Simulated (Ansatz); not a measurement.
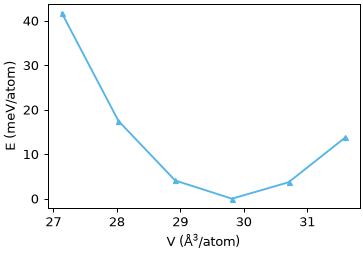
InGaSbAs in space group Pmm2 (No. 25; Pearson symbol oP8) under volume change, PBE in the plane-wave PAW code Ansatz, shape and atoms relaxed at each volume.

What does a third-order Birch–Murnaghan fit give for V₀, B₀ and B′?

V₀ = 29.81 Å³/atom, B₀ = 46.2 GPa, B′ = 4.8.

The start of the workflow was typed in or built on a structure type; neither database checked (COD, Materials Project) lists it. Its standing as an ambient phase is unchecked. The PBE relaxation kept the symmetry of its start; its stability against distortions is not shown here. Scalar-relativistic: spin–orbit coupling is off unless named, which matters more the heavier the elements.

Potentials: the earlier of the program's two PAW sets.
